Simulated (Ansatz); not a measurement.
```yaml
atoms:
  - { symbol: B, position_ang: [-1.9648, -0.7735, 1.7589] }
  - { symbol: Ga, position_ang: [-2.2883, -0.3282, -1.3911] }
  - { symbol: N, position_ang: [-1.3862, -0.9155, 0.6083] }
  - { symbol: H, position_ang: [-2.6165, -0.5829, 2.7384] }
  - { symbol: H, position_ang: [-0.4568, -1.3018, 0.4015] }
```

Geometry: PBE-D3(BJ)/def2-SVP.

Level of theory: isolated molecule in a Gaussian basis; Kohn-Sham density functional theory, functional PBE0 in Ansatz.

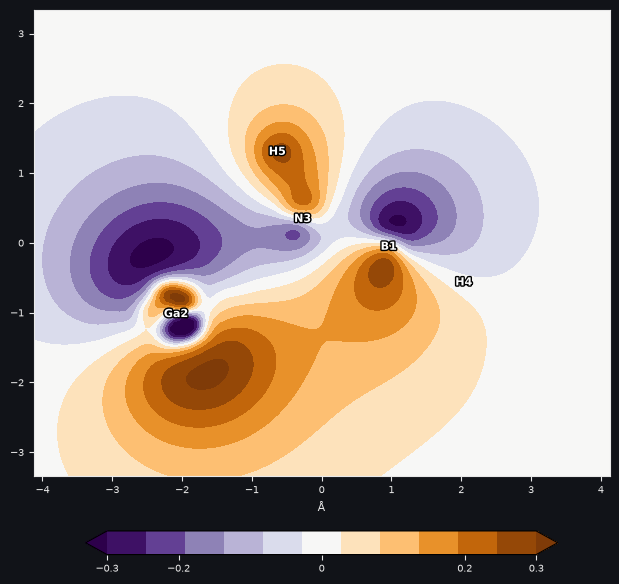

BGaH2N (charge +1). The LUMO on the molecular plane (values in Å⁻³ᐟ²; the overall sign is arbitrary).

> What is the character of this orbital?

It lies mainly on Ga2 (about 75 %), B1 (about 15 %) and N3 (about 5 %); it is symmetric in the molecular plane (an in-plane orbital: σ, lone-pair or in-plane π type). Its energy is −6.94 eV.
